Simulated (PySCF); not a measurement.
# C₆H₉FSi: what the fields show

```xyz
17

C     3.7974    0.5433    0.0128
C     2.4434    0.0446   -0.0202
C     1.3119   -0.3719   -0.0474
Si   -0.4161   -0.9971   -0.0881
C    -1.6458   -0.1873    1.1373
C    -2.5748    0.1770   -0.0265
F    -3.0442    1.4739    0.0463
C    -1.6391   -0.0519   -1.2191
H     4.0062    0.9869    0.9860
H     4.4983   -0.2721   -0.1636
H     3.9328    1.3015   -0.7580
H    -0.4773   -2.4582   -0.1721
H    -2.1189   -0.7828    1.9136
H    -1.2575    0.7175    1.6010
H    -3.4658   -0.4578   -0.0649
H    -1.2504    0.9008   -1.5731
H    -2.1071   -0.5542   -2.0615
```

Geometry: GFN2-xTB.

The calculation used B3LYP/def2-SVPD, SCF density, gas phase (PySCF).

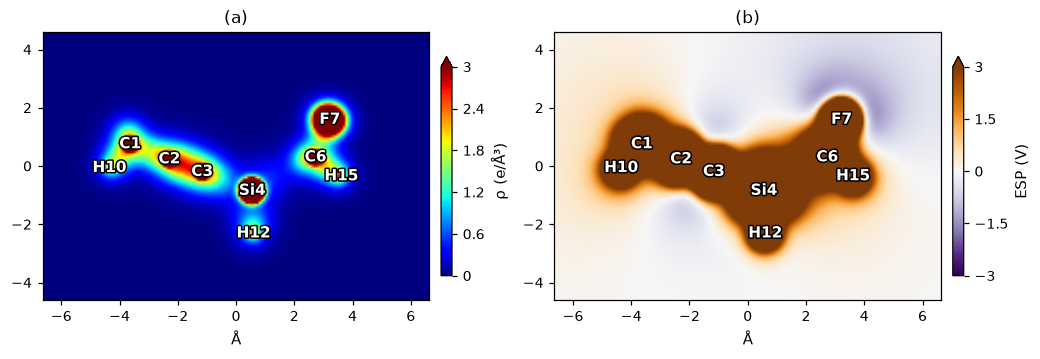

Figure 1. (a) electron density; (b) molecular electrostatic potential on the plane of atoms C3, Si4 and H12.

> Describe what can be read from this map.

- The section cuts through C, Si, F and H sites.
- C–C (1.21 Å): ρ is about 2.7 e/Å³ halfway.
- C–F (1.38 Å): the density is about 2.1 e/Å³ at the midpoint, with its minimum of 1.6 e/Å³ about 0.5 Å from C.
- C–Si (1.84 Å): the density is about 0.95 e/Å³ at the midpoint.
- C–H (1.09 Å): ρ at the midpoint is about 2 e/Å³.
- Si–H (1.46 Å): the density is about 0.79 e/Å³ at the midpoint.
- Outside the dense part of the molecule the potential is most negative (−1.4 V) near F7.

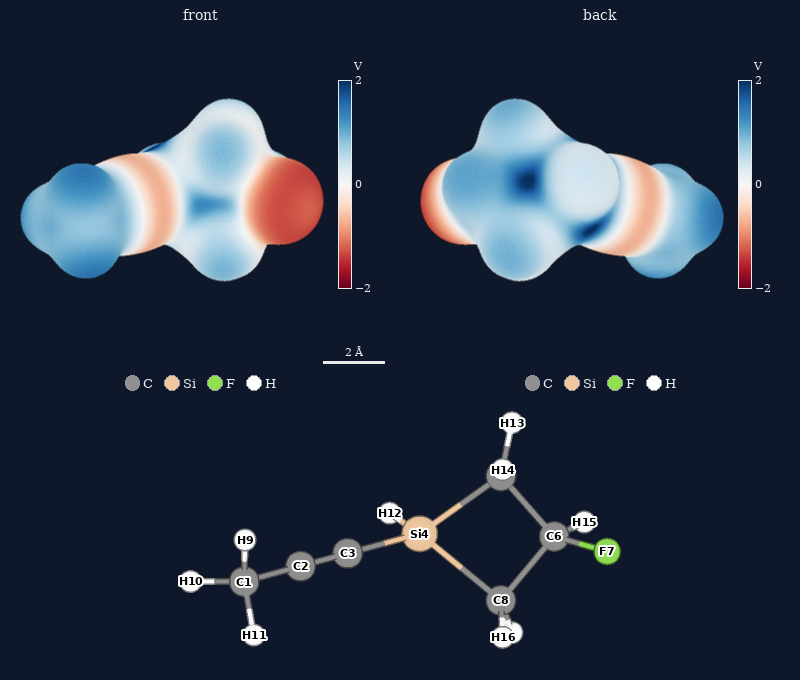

Figure 2. The molecular electrostatic potential painted on the density surface at 0.004 e/bohr³, seen from the front and from behind; red is negative and blue positive. The bare structure is drawn below in the same view.

> Describe the electrostatic potential map.

The most negative region (about −1.4 V) lies over F7, the most positive (about +1.9 V) over Si4.

> How polar is the molecule by this calculation?

Its dipole moment is 2.65 D.
